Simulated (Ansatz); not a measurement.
# Fields on a plane of BaGaGeH (space group P3m1)

```
BaGaGeH
1.0
    4.30636     0.00000     0.00000
   -2.15318     3.72942     0.00000
    0.00000     0.00000     5.09325
Ba Ga Ge H
1 1 1 1
Cartesian
  0.00000   2.48628   5.09168
  0.00000   0.00000   2.78469
  2.15318   1.24314   2.27398
  0.00000   0.00000   4.51764
```

The slice is a (0001) plane (indices of the conventional cell) through the point (0.333, 0.667, 1.000) (fractional), spanned by u = [110] and v = [1 -1 0] in vectors of this cell: u (4.31 Å) and v (7.46 Å, at 90° to u). It covers one period; positions are fractions (u, v).

Atoms on it: Ba at (0.00, 0.00); Ba at (0.50, 0.50). Other atoms lie within 1 Å of the plane.

Level of theory: PBEsol (plane waves to 420 eV, PAW, scalar-relativistic; Ansatz, a quantum-chemistry and plane-wave program). k mesh 9×9×7. These are valence fields of a PAW run, semicore shells included where kept as valence: close to a nucleus they are smooth pseudo fields. BaGaGeH was relaxed with its symmetry unable to fall.

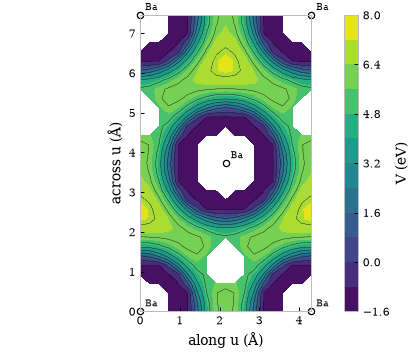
Fig. 1. Electrostatic potential energy of an electron, from the cell's mean, in eV, one period of the plane, atoms marked. Points within 0.7 Å of a nucleus are left white, as the pseudised field means little there. Values under -1 eV are set to -1. The zero, the cell's mean, hangs on the PAW cores.

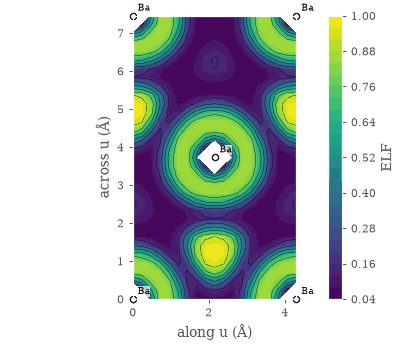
Fig. 1. Electron localisation function (ELF), one period of the plane, atoms marked. Points within 0.3 Å of a nucleus are left white, as the pseudised field means little there.
